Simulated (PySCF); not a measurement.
# C4H4Cl, doublet, SMILES `Cl[C]=C1CC1`: electronic structure

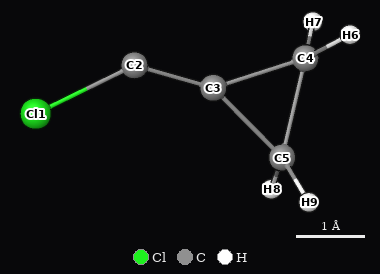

The molecule, with its atoms numbered as below. No frequency check shows the geometry to be a minimum.

Coordinates in Å:

```
Cl1     -2.0090   -0.0993   -0.0001
C2      -0.4831    0.5615    0.0002
C3       0.7338    0.1846   -0.0001
C4       2.1563    0.5721   -0.0001
C5       1.7938   -0.8857   -0.0001
H6       2.5589    1.0029    0.9059
H7       2.5589    1.0023   -0.9063
H8       1.9150   -1.4565   -0.9084
H9       1.9149   -1.4559    0.9095
```

Part 1: Bonding charge

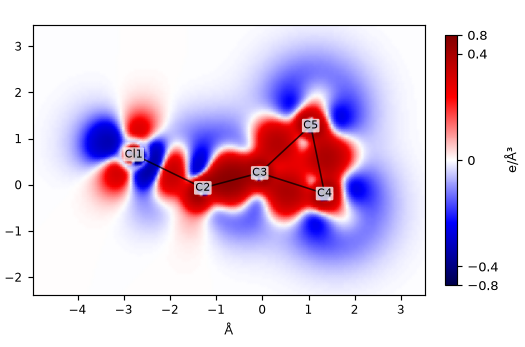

Deformation density (molecule less spherical, spin-averaged free atoms) in the plane of Cl1, C2, C3, C4 and C5; colour scale in e/Å³, logarithmic beyond ±0.1; red: gain, blue: loss.

Method: M06-2X/cc-pVDZ; geometry: GFN2-xTB; program: PySCF. The stability of the open-shell solution wasn't checked. GFN2-xTB doesn't know the spin state, so this open-shell geometry is rough.

> Describe the bonding that the map shows.

C2–C3: +0.64 e/Å³ at the bond critical point (bond length 1.27 Å, Mayer order 1.9). C4–C5: +0.31 e/Å³ at the bond critical point (bond length 1.50 Å, Mayer order 1.0). C3–C4: +0.31 e/Å³ at the bond critical point (bond length 1.47 Å, Mayer order 1.0). C3–C5: +0.25 e/Å³ at the bond critical point (bond length 1.51 Å, Mayer order 1.0). Cl1–C2: +0.22 e/Å³ at the bond critical point (bond length 1.66 Å, Mayer order 1.2). In all, 2.0 electrons gather in the regions of gain relative to the promolecule.

> Where do the Hirshfeld charges lie?

The highest Hirshfeld charge is on H6 and H7 (+0.06 e), the lowest on C4 (−0.07 e).

Part 2: Bond critical points

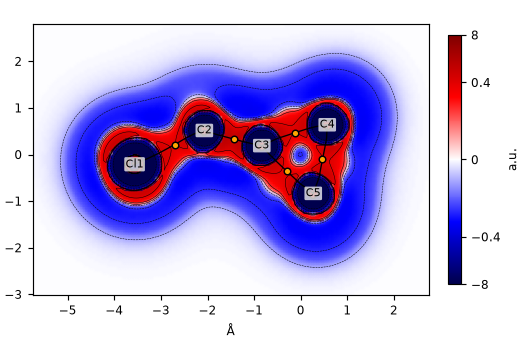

Negative Laplacian of the density (−∇²ρ) in the plane of Cl1, C2, C3, C4 and C5 (red positive, blue negative, colour scale in a.u., logarithmic beyond ±0.04), with bond paths and bond critical points (dots).

> At which bond critical points in this plane is charge locally concentrated, and at which depleted?

Concentrated (∇²ρ < 0): C2–C3 (−0.90 a.u.); C3–C4 (−0.40 a.u.); C4–C5 (−0.39 a.u.); C3–C5 (−0.31 a.u.); Cl1–C2 (−0.38 a.u.). At none is it depleted.

> Where along Cl1–C2 does the critical point lie?

0.96 Å from Cl1 and 0.70 Å from C2.

Part 3: Local ionisation energy

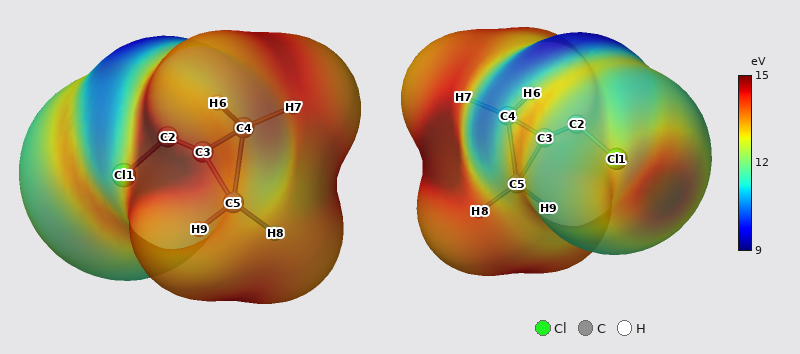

Average local ionisation energy on the surface of electron density 0.001 a.u. (back view left, front view right).

> Locate the minima of the map.

The lowest value is 9.5 eV, 2.0 Å from C2. Further minima include 11.6 eV, 2.1 Å from Cl1; 12.9 eV, near C5 (1.96 Å), H8 (2.03 Å) and H9 (2.13 Å); 13.4 eV, 1.3 Å from H7, and at like points elsewhere. For comparison, the highest occupied orbital lies at −7.1 eV.

Part 4: Spin density

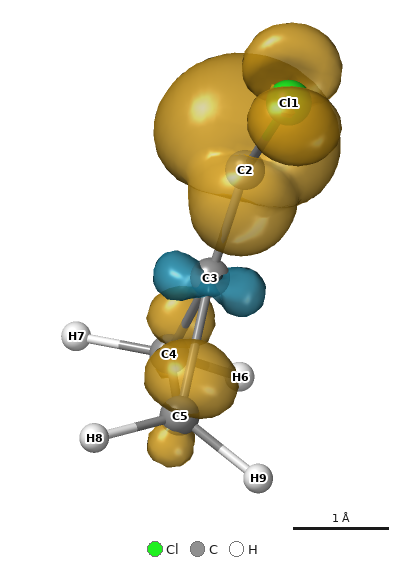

Spin density ρα − ρβ at ±0.05 e/Å³ (yellow: excess α, teal: excess β).

> Where is the unpaired spin?

Hirshfeld spin populations: C2 +0.69, Cl1 +0.17 and C5 +0.08. ⟨S²⟩ = 0.76, against 0.75 for a pure state. The picture also shows regions of β spin from spin polarisation; the Hirshfeld sums, whose atoms overlap, net them against the α spin of neighbours.

Part 5: In an electric field

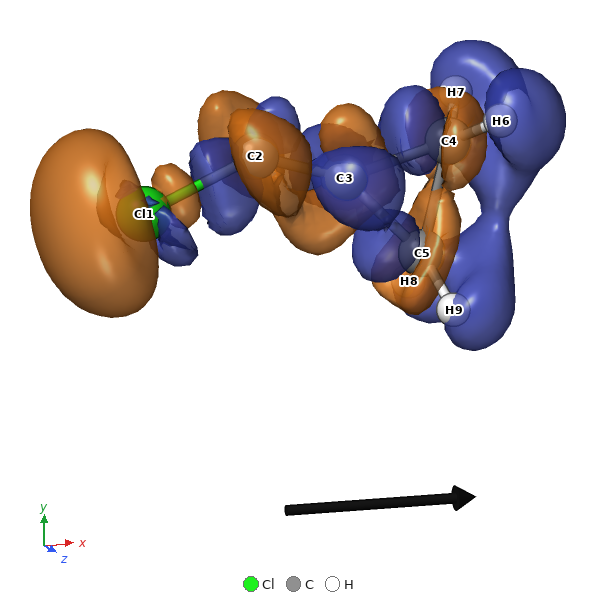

Change of the electron density in a uniform field of 0.41 V/Å along +x (arrow), surfaces at ±0.004 e/Å³ (orange: gain, blue: loss).

Method: PBE0/def2-SVPD; geometry: GFN2-xTB; program: PySCF. The stability of the open-shell solution wasn't checked. GFN2-xTB doesn't know the spin state, so this open-shell geometry is rough.

> How large is the response?

The induced dipole is 1.91 D (along the field); α along this axis, from the fields in both directions, is 94 bohr³ (13.9 Å³).

> Which atoms gain and lose the most charge?

Electrons gather most on Cl1 (Hirshfeld charge changes by −0.060 e) and leave C4 most (+0.016 e); 0.130 electrons are displaced in all.

The PySCF runs shown took 39 s and 72 s on 1 thread of Arm Neoverse V2, with other jobs on the host.
